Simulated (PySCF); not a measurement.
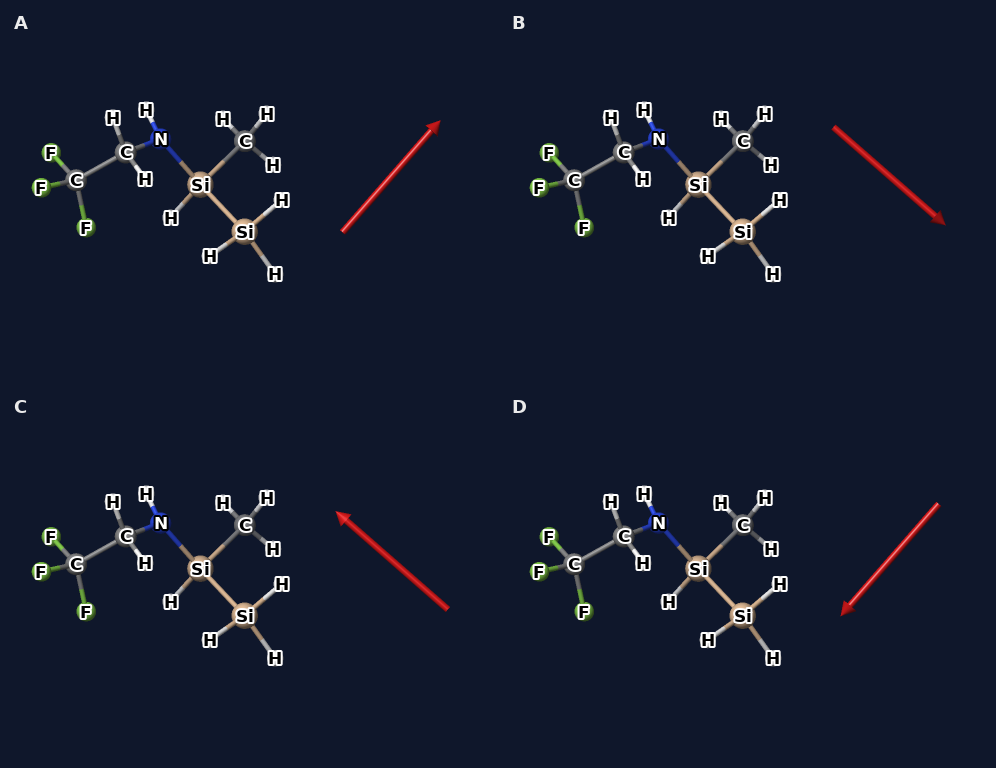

The same molecule four times, each with an arrow. The computed structure is the end point of a GFN2-xTB optimisation. No frequency run is at hand to confirm it as a minimum. Properties computed with PBE0/pcSseg-1, gas phase (PySCF 2.14.0).

Which arrow points along the dipole moment, from the negative to the positive end?

Answer. A. The dipole moment is 2.06 D.

The geometry is semi-empirical. Around Si such bond lengths and angles can be off by a tenth of an ångström or more and by several degrees, and values that hang on the shape move with them.
